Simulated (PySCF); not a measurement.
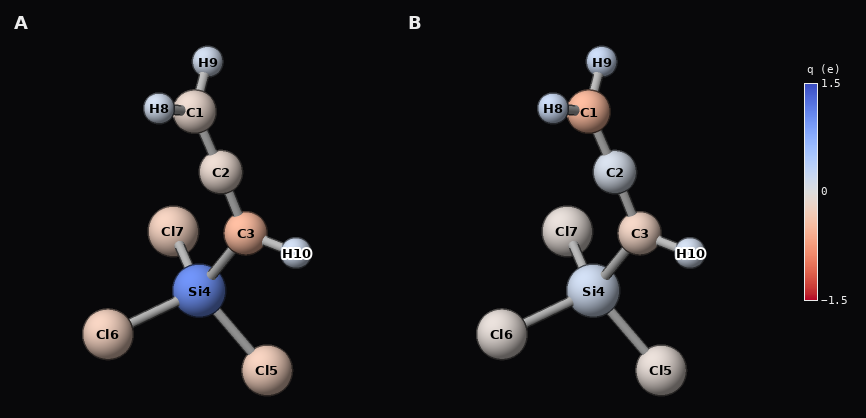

Atomic charges of one calculation by 2 schemes, on one colour scale. The geometry was computed by an optimisation with GFN2-xTB. No frequency run is at hand to confirm it as a minimum. Level of theory: PBE0/pcSseg-1 (PySCF 2.14.0).

The schemes are ESP-fitted, Mulliken. Which panel shows which?

A Mulliken, B ESP-fitted.

List the charges (e), one line for each set of equivalent atoms.

| atom | Mulliken | ESP-fitted |
| --- | --- | --- |
| C1 | −0.14 | −0.49 |
| C2 | −0.12 | 0.11 |
| C3 | −0.48 | −0.21 |
| Si4 | 1.01 | 0.18 |
| Cl5 | −0.27 | −0.08 |
| Cl6 | −0.25 | −0.07 |
| Cl7 | −0.26 | −0.07 |
| H8 | 0.16 | 0.23 |
| H9 | 0.16 | 0.23 |
| H10 | 0.18 | 0.16 |

The geometry is semi-empirical. Around Si such bond lengths and angles can be off by a tenth of an ångström or more and by several degrees, and values that hang on the shape move with them.
